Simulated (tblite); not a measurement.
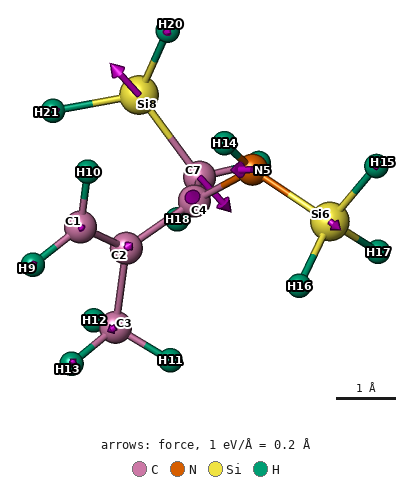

Starting geometry of C5H13NSi2 with the computed forces as purple arrows. The picture is a ball-and-stick view, seen at a tilt.

These are results of GFN2-xTB geometry optimisation, gas phase in tblite 0.8.0, not measurements. 

Question: What follows when this structure is relaxed?

Answer: It isn't relaxed: the largest force vector, on a C atom, is 4.33 eV/Å. The final displacements have little in common with the starting forces (cosine between the two patterns 0.10). After 180 geometry steps the energy has fallen by 133.8 kJ/mol. The largest move after the best rigid fit is that of an H atom, 1.56 Å. By element the largest moves are H 1.56 Å, C 0.95 Å, N 0.38 Å, Si 0.36 Å. Some distances before and after: C–Si 2.292 → 1.927 Å, N–Si 3.085 → 2.803 Å, C–Si 1.767 → 1.873 Å, C–C 1.461 → 1.534 Å. Among the angles between lasting bonds that change: C–C–Si 90.0° → 68.1°, N–Si–H 108.6° → 115.9°, H–C–H 104.5° → 111.6°. Groups turn about C–C by about 20°.
